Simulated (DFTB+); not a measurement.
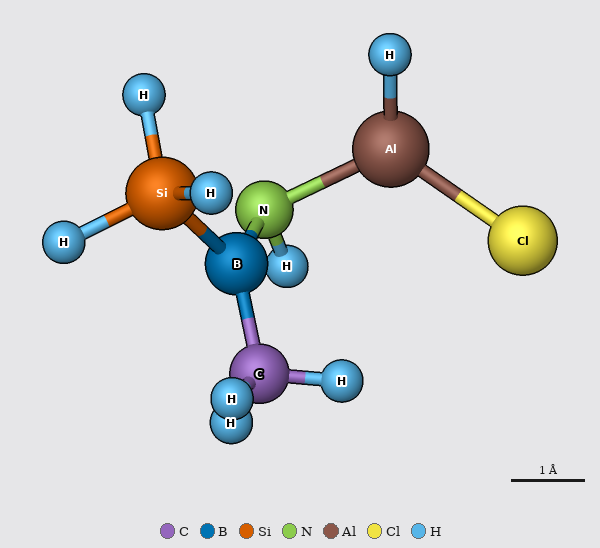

Figure 1. The structure as given in the input (ball-and-stick view, seen at a tilt). Sticks mark near contacts.

# Geometry relaxation, with input and output: CH8AlBClNSi (part 1 of 5)

System: CH8AlBClNSi.
Method: GFN2-xTB, R-SCC, dispersion built in (DFTB+ 25.1).

The run did not end well. The geometry: force field.

Log:
```
|  DFTB+ development version (commit: a23bfb2)

Reading input file 'dftb_in.hsd'
Parser version: 14

--------------------------------------------------------------------------------
WARNING!
-> This driver is deprecated and will be removed in future versions.
Please use the GeometryOptimisation driver instead.
Path: dftbplusinput/Driver/ConjugateGradient
Line: 22-27 (File: dftb_in.hsd)

Processed input in HSD format written to 'dftb_pin.hsd'

Starting initialization...
--------------------------------------------------------------------------------
OpenMP threads:              1
Chosen random seed:          197359819
Current stacksize:           unlimited
Mode:                        Conjugate gradient relaxation
Self consistent charges:     Yes
SCC-tolerance:                 0.100000E-04
Max. scc iterations:                    100
Shell resolved Hubbard:      Yes
Spin polarisation:           No
Nr. of up electrons:            17.000000
Nr. of down electrons:          17.000000
Periodic boundaries:         No
Electronic solver:           Relatively robust
Mixer:                       Broyden mixer
Mixing parameter:                  0.200000
Nr. of chrg. vec. in memory:            100
Max. SCC-cycles:                        100
Nr. of moved atoms:                      14
Max. nr. of geometry steps:             100
Force tolerance:               0.100000E-02
tblite library version:      0.3.0
-> parametrization:          GFN2-xTB
-> repulsion:                Yes
-> dispersion:               Yes
-> halogen bonding:          No
-> electrostatics:           Yes
   -> isotropic:             Yes
   -> anisotropic:           Yes
   -> third-order:           Yes
Electronic temperature:              0.950045E-03 H      0.258520E-01 eV
Initial charges:             Set automatically (system chrg:   0.000E+00)
Included shells:             C:  s, p
                             B:  s, p
                            Si:  s, p, d
                             N:  s, p
                            Al:  s, p, d
                            Cl:  s, p, d
                             H:  s
Extra options:
                             Mulliken analysis
Force type                   original

--------------------------------------------------------------------------------

***  Geometry step: 0

 iSCC Total electronic   Diff electronic      SCC error
    1   -0.17559068E+02    0.00000000E+00    0.20922825E+01
    2   -0.17803106E+02   -0.17559068E+02    0.25390437E+01
    3   -0.17875157E+02   -0.24403803E+00    0.23175977E+01
    4   -0.17868073E+02   -0.72051270E-01    0.57921201E+00
    5   -0.17876414E+02    0.70844605E-02    0.26394196E+00
    6   -0.17884684E+02   -0.83413747E-02    0.24627694E+00
    7   -0.17884553E+02   -0.82700425E-02    0.10070987E+00
    8   -0.17885694E+02    0.13185503E-03    0.55057214E-01
    9   -0.17886222E+02   -0.11417619E-02    0.23960104E-01
   10   -0.17886184E+02   -0.52744027E-03    0.13391866E-01
   11   -0.17886400E+02    0.37470807E-04    0.95003711E-02
   12   -0.17886401E+02   -0.21539359E-03    0.84646002E-02
   13   -0.17886409E+02   -0.12990698E-05    0.37282451E-02
   14   -0.17886455E+02   -0.81105212E-05    0.17749950E-02
   15   -0.17886462E+02   -0.46224274E-04    0.11931187E-02
   16   -0.17886462E+02   -0.69581765E-05    0.49022897E-03
   17   -0.17886460E+02    0.52940899E-06    0.20363964E-03
   18   -0.17886460E+02    0.21734310E-05    0.79684003E-04
   19   -0.17886460E+02   -0.70733739E-06    0.58038202E-04
   20   -0.17886460E+02    0.22250003E-07    0.39653218E-04
   21   -0.17886461E+02   -0.12284200E-06    0.14193170E-04
   22   -0.17886460E+02   -0.18201417E-06    0.18151355E-04
   23   -0.17886460E+02    0.32641670E-06    0.96786070E-05

Total Energy:                      -17.7761338772 H         -483.7132 eV
Extrapolated to 0K:                -17.7761338772 H         -483.7132 eV
Total Mermin free energy:          -17.7761338772 H         -483.7132 eV
Force related energy:              -17.7761338772 H         -483.7132 eV

Maximal force component:             0.637777E-01
Averaged force norm:                 0.352214E-01

--------------------------------------------------------------------------------

***  Geometry step: 1

 iSCC Total electronic   Diff electronic      SCC error
    1   -0.17936869E+02    0.00000000E+00    0.27924871E+00
    2   -0.17938528E+02   -0.50408856E-01    0.19184775E+00
    3   -0.17939643E+02   -0.16585573E-02    0.12217560E+00
    4   -0.17940336E+02   -0.11155641E-02    0.52254945E-01
    5   -0.17940319E+02   -0.69270892E-03    0.14021837E-01
    6   -0.17940285E+02    0.16578155E-04    0.49304834E-02
    7   -0.17940289E+02    0.34227008E-04    0.35094172E-02
    8   -0.17940266E+02   -0.35681457E-05    0.25249281E-02
    9   -0.17940258E+02    0.22428706E-04    0.22130185E-02
   10   -0.17940247E+02    0.81201205E-05    0.11709539E-02
   11   -0.17940244E+02    0.11616456E-04    0.44172694E-03
   12   -0.17940245E+02    0.27563407E-05    0.15318420E-03
   13   -0.17940245E+02   -0.16010154E-05    0.62915586E-04
   14   -0.17940245E+02    0.36649145E-06    0.36504706E-04
   15   -0.17940245E+02    0.15772935E-06    0.25754931E-04
   16   -0.17940245E+02   -0.86581096E-07    0.17422475E-04
   17   -0.17940245E+02    0.66203484E-07    0.11347089E-04
   18   -0.17940245E+02    0.69546648E-07    0.72290826E-05

Total Energy:                      -17.7986333226 H         -484.3255 eV
Extrapolated to 0K:                -17.7986333226 H         -484.3255 eV
Total Mermin free energy:          -17.7986333226 H         -484.3255 eV
Force related energy:              -17.7986333226 H         -484.3255 eV

Maximal force component:             0.502222E-01
Averaged force norm:                 0.265841E-01

--------------------------------------------------------------------------------

***  Geometry step: 2

 iSCC Total electronic   Diff electronic      SCC error
    1   -0.17931950E+02    0.00000000E+00    0.52736021E-01
    2   -0.17931807E+02    0.82947170E-02    0.37595425E-01
    3   -0.17931636E+02    0.14276425E-03    0.24146914E-01
    4   -0.17931486E+02    0.17155592E-03    0.99297599E-02
    5   -0.17931496E+02    0.14991149E-03    0.26142702E-02
    6   -0.17931506E+02   -0.10467049E-04    0.91904910E-03
    7   -0.17931504E+02   -0.92745909E-05    0.69532203E-03
    8   -0.17931510E+02    0.13100524E-05    0.50798844E-03
    9   -0.17931512E+02   -0.53145812E-05    0.41555881E-03
   10   -0.17931514E+02   -0.22722488E-05    0.24022088E-03
   11   -0.17931515E+02   -0.21623029E-05    0.90710973E-04
   12   -0.17931514E+02   -0.52852585E-06    0.28576039E-04
   13   -0.17931514E+02    0.42163003E-06    0.12081054E-04
   14   -0.17931514E+02   -0.14956908E-06    0.55272579E-05

Total Energy:                      -17.7996638815 H         -484.3535 eV
Extrapolated to 0K:                -17.7996638815 H         -484.3535 eV
Total Mermin free energy:          -17.7996638815 H         -484.3535 eV
Force related energy:              -17.7996638815 H         -484.3535 eV

Maximal force component:             0.308717E-01
Averaged force norm:                 0.202852E-01

--------------------------------------------------------------------------------

***  Geometry step: 3

 iSCC Total electronic   Diff electronic      SCC error
    1   -0.17958200E+02    0.00000000E+00    0.19770632E+00
    2   -0.17959541E+02   -0.26685677E-01    0.17029108E+00
    3   -0.17960592E+02   -0.13407396E-02    0.11851016E+00
    4   -0.17960619E+02   -0.10509946E-02    0.39187660E-01
    5   -0.17960669E+02   -0.27840064E-04    0.10787564E-01
    6   -0.17960699E+02   -0.49189288E-04    0.85295022E-02
    7   -0.17960719E+02   -0.30358428E-04    0.70641130E-02
    8   -0.17960709E+02   -0.20448626E-04    0.50697871E-02
    9   -0.17960690E+02    0.10222950E-04    0.29691651E-02
   10   -0.17960684E+02    0.18803609E-04    0.16454874E-02
   11   -0.17960688E+02    0.61536198E-05    0.18582224E-03
   12   -0.17960690E+02   -0.39058029E-05    0.11441155E-03
   13   -0.17960690E+02   -0.15933463E-05    0.51380676E-04
   14   -0.17960689E+02    0.26199972E-06    0.33116613E-04
   15   -0.17960689E+02    0.72907283E-06    0.16172068E-04
   16   -0.17960689E+02    0.48377650E-07    0.10632750E-04
   17   -0.17960689E+02    0.14060113E-06    0.71146076E-05

Total Energy:                      -17.8095036447 H         -484.6213 eV
Extrapolated to 0K:                -17.8095036447 H         -484.6213 eV
Total Mermin free energy:          -17.8095036447 H         -484.6213 eV
Force related energy:              -17.8095036447 H         -484.6213 eV

Maximal force component:             0.368040E-01
Averaged force norm:                 0.165887E-01

--------------------------------------------------------------------------------

***  Geometry step: 4

 iSCC Total electronic   Diff electronic      SCC error
    1   -0.17956736E+02    0.00000000E+00    0.34086328E-01
    2   -0.17956611E+02    0.39524061E-02    0.29909635E-01
    3   -0.17956470E+02    0.12469956E-03    0.21194463E-01
    4   -0.17956459E+02    0.14156335E-03    0.70443595E-02
    5   -0.17956447E+02    0.10795909E-04    0.20644124E-02
    6   -0.17956441E+02    0.12181111E-04    0.15398042E-02
    7   -0.17956438E+02    0.61718820E-05    0.12859050E-02
    8   -0.17956442E+02    0.25218748E-05    0.82452596E-03
    9   -0.17956444E+02   -0.33309175E-05    0.56026840E-03
   10   -0.17956446E+02   -0.26963932E-05    0.21919560E-03
   11   -0.17956445E+02   -0.14598415E-05    0.31087366E-04
   12   -0.17956445E+02    0.12271705E-05    0.16963388E-04
   13   -0.17956445E+02   -0.56352327E-08    0.81712636E-05

Total Energy:                      -17.8098391397 H         -484.6304 eV
Extrapolated to 0K:                -17.8098391397 H         -484.6304 eV
Total Mermin free energy:          -17.8098391397 H         -484.6304 eV
Force related energy:              -17.8098391397 H         -484.6304 eV

Maximal force component:             0.287548E-01
Averaged force norm:                 0.130811E-01

--------------------------------------------------------------------------------

***  Geometry step: 5

 iSCC Total electronic   Diff electronic      SCC error
    1   -0.17965904E+02    0.00000000E+00    0.15479091E+00
    2   -0.17967791E+02   -0.94589064E-02    0.94039171E-01
    3   -0.17969017E+02   -0.18873527E-02    0.76882776E-01
    4   -0.17969213E+02   -0.12264529E-02    0.50514855E-01
    5   -0.17969184E+02   -0.19548329E-03    0.21311319E-01
    6   -0.17969227E+02    0.28799528E-04    0.90926737E-02
    7   -0.17969227E+02   -0.43149812E-04    0.73615758E-02
    8   -0.17969218E+02   -0.17288745E-06    0.59913644E-02
    9   -0.17969203E+02    0.92454864E-05    0.33253766E-02
   10   -0.17969196E+02    0.14836856E-04    0.17184556E-02
   11   -0.17969203E+02    0.70758710E-05    0.58866022E-03
   12   -0.17969206E+02   -0.68822858E-05    0.21845278E-03
   13   -0.17969206E+02   -0.27304736E-05    0.10312365E-03
   14   -0.17969206E+02   -0.38978820E-06    0.76120260E-04
   15   -0.17969206E+02    0.11297125E-06    0.48857227E-04
   16   -0.17969206E+02    0.47002668E-07    0.29374725E-04
   17   -0.17969206E+02   -0.36150130E-07    0.10943219E-04
   18   -0.17969206E+02   -0.21839895E-07    0.51427152E-05

Total Energy:                      -17.8101209628 H         -484.6380 eV
Extrapolated to 0K:                -17.8101209628 H         -484.6380 eV
Total Mermin free energy:          -17.8101209628 H         -484.6380 eV
Force related energy:              -17.8101209628 H         -484.6380 eV

Maximal force component:             0.347570E-01
Averaged force norm:                 0.178020E-01

--------------------------------------------------------------------------------

***  Geometry step: 6

 iSCC Total electronic   Diff electronic      SCC error
    1   -0.17964894E+02    0.00000000E+00    0.76455388E-01
    2   -0.17964627E+02    0.43116949E-02    0.41748941E-01
    3   -0.17964164E+02    0.26783990E-03    0.35150738E-01
    4   -0.17964049E+02    0.46228914E-03    0.23192002E-01
    5   -0.17964069E+02    0.11508717E-03    0.10349633E-01
    6   -0.17964051E+02   -0.19880660E-04    0.44532542E-02
    7   -0.17964052E+02    0.18163907E-04    0.35845152E-02
    8   -0.17964056E+02   -0.13004148E-05    0.28033734E-02
    9   -0.17964068E+02   -0.37409028E-05    0.12770948E-02
   10   -0.17964070E+02   -0.12203115E-04    0.81701442E-03
   11   -0.17964069E+02   -0.22447718E-05    0.29731341E-03
   12   -0.17964067E+02    0.17386217E-05    0.69678552E-04
   13   -0.17964067E+02    0.15742099E-05    0.42562371E-04
   14   -0.17964067E+02   -0.36036411E-07    0.35518117E-04
   15   -0.17964067E+02    0.20532887E-07    0.23190109E-04
   16   -0.17964067E+02   -0.26010301E-07    0.13306123E-04
   17   -0.17964067E+02    0.20588086E-07    0.35493097E-05

Total Energy:                      -17.8126953771 H         -484.7081 eV
Extrapolated to 0K:                -17.8126953771 H         -484.7081 eV
Total Mermin free energy:          -17.8126953771 H         -484.7081 eV
Force related energy:              -17.8126953771 H         -484.7081 eV

Maximal force component:             0.114482E-01
Averaged force norm:                 0.811391E-02

--------------------------------------------------------------------------------

***  Geometry step: 7

 iSCC Total electronic   Diff electronic      SCC error
    1   -0.17969765E+02    0.00000000E+00    0.10783336E+00
    2   -0.17970234E+02   -0.56979220E-02    0.10150511E+00
    3   -0.17970729E+02   -0.46846830E-03    0.72687299E-01
    4   -0.17970780E+02   -0.49517307E-03    0.26885669E-01
    5   -0.17970737E+02   -0.50842869E-04    0.32403229E-02
    6   -0.17970718E+02    0.42826142E-04    0.23500367E-02
    7   -0.17970705E+02    0.18874793E-04    0.15365563E-02
    8   -0.17970700E+02    0.12440229E-04    0.11506204E-02
    9   -0.17970694E+02    0.58924157E-05    0.71595156E-03
   10   -0.17970691E+02    0.53701619E-05    0.33755688E-03
   11   -0.17970692E+02    0.27774483E-05    0.12840298E-03
   12   -0.17970693E+02   -0.10702346E-05    0.43220496E-04
   13   -0.17970693E+02   -0.55008204E-07    0.18650578E-04
   14   -0.17970693E+02   -0.11850512E-06    0.12075190E-04
   15   -0.17970693E+02    0.22818391E-07    0.75580834E-05

Total Energy:                      -17.8141513422 H         -484.7477 eV
Extrapolated to 0K:                -17.8141513422 H         -484.7477 eV
Total Mermin free energy:          -17.8141513422 H         -484.7477 eV
Force related energy:              -17.8141513422 H         -484.7477 eV

Maximal force component:             0.115432E-01
Averaged force norm:                 0.665151E-02

--------------------------------------------------------------------------------

***  Geometry step: 8

 iSCC Total electronic   Diff electronic      SCC error
    1   -0.17969925E+02    0.00000000E+00    0.16301716E-01
    2   -0.17969870E+02    0.76741731E-03    0.15390997E-01
    3   -0.17969799E+02    0.55483384E-04    0.11039063E-01
    4   -0.17969791E+02    0.70975509E-04    0.40664148E-02
    5   -0.17969797E+02    0.81941385E-05    0.52035995E-03
    6   -0.17969800E+02   -0.66746503E-05    0.35527028E-03
    7   -0.17969802E+02   -0.30193444E-05    0.22887727E-03
    8   -0.17969803E+02   -0.20273362E-05    0.17065848E-03
    9   -0.17969804E+02   -0.84564205E-06    0.10528797E-03
   10   -0.17969804E+02   -0.85374127E-06    0.50973192E-04
   11   -0.17969804E+02   -0.33860733E-06    0.17887298E-04
   12   -0.17969804E+02    0.15395235E-06    0.62610697E-05

Total Energy:                      -17.8141938514 H         -484.7489 eV
Extrapolated to 0K:                -17.8141938514 H         -484.7489 eV
Total Mermin free energy:          -17.8141938514 H         -484.7489 eV
Force related energy:              -17.8141938514 H         -484.7489 eV

Maximal force component:             0.886163E-02
Averaged force norm:                 0.569320E-02

--------------------------------------------------------------------------------

***  Geometry step: 9
```
